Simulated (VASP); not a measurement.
Band structure of CdSe (wurtzite). Calculation: LDA (Ceperley-Alder, Perdew-Zunger) with spin-orbit coupling, VASP's LDA PAW potentials (set 64) (plane waves; VASP).

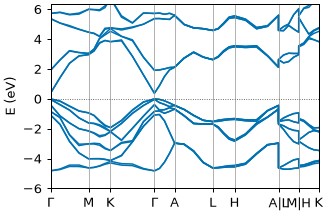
Figure: Bands along high-symmetry lines, zero at the valence-band maximum or, without a gap, the Fermi level

Task: Read the plot: is there a gap, and where are the band edges?

Result: The gap is direct, 0.37 eV, from the valence maximum at Γ to the conduction minimum at Γ.

Measured: gap 1.73 eV (computed value off by -1.36 eV), as given by Abedi et al., (2022), arXiv:2211.14644.

The compound is CdSe in the wurtzite structure. It was relaxed first.
